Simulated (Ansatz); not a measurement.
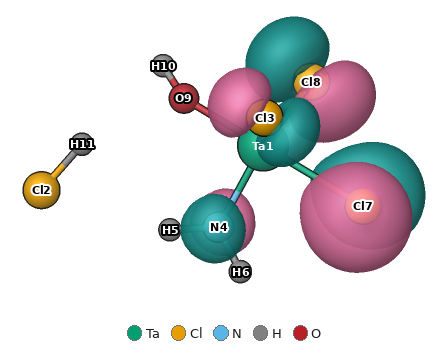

Figure 1: Cl3H3NOTa···HCl. The HOMO at ±0.1 Å⁻³ᐟ² (teal and pink are the two phases), seen at a tilt.

Core potentials replace the inner electrons of Ta.

These are results of RHF/def2-SVP in Ansatz 0.2.0, not measurements.

The calculation's input:

```
crystal:
  periodic: [false, false, false]
  atoms:
    - { symbol: Ta, position_ang: [-0.535737, -0.281978, 0.146765] }
    - { symbol: Cl, position_ang: [3.147541, -0.184341, 0.048781] }
    - { symbol: Cl, position_ang: [0.297355, 0.691986, 2.095929] }
    - { symbol: "N", position_ang: [0.244179, -0.05193, -1.609282] }
    - { symbol: H, position_ang: [0.992581, -0.635563, -1.942816] }
    - { symbol: H, position_ang: [0.045194, 0.708721, -2.234337] }
    - { symbol: Cl, position_ang: [-1.868145, 1.623575, -0.314271] }
    - { symbol: Cl, position_ang: [-2.471436, -1.600298, 0.257821] }
    - { symbol: O, position_ang: [0.499693, -1.942724, 0.390676] }
    - { symbol: H, position_ang: [0.253107, -2.845626, 0.529223] }
    - { symbol: H, position_ang: [2.614668, -1.314821, 0.48041] }
basis:
  gaussian: { orbitals: def2-SVP }
hamiltonian:
  xc: hf
relax:
  f_tol: 0.03
  max_steps: 50
output:
  orbitals: {}
```

Launched as:

```sh
ansatz run input.yaml --threads 4 --pin off --max-ram 5120MiB --backend cpu --events-out ev --progress --plain --runs-dir out
```

The fields are those of the run's last geometry, not of the input's.

Where does this orbital lie, and at what energy?

It lies mainly on Cl7 (about 55 %), Cl8 (about 25 %), Cl3 (about 10 %) and N4 (about 5 %); largely a combination of lone pairs on Cl7, Cl8, Cl3 and N4. Its energy is −11.80 eV.
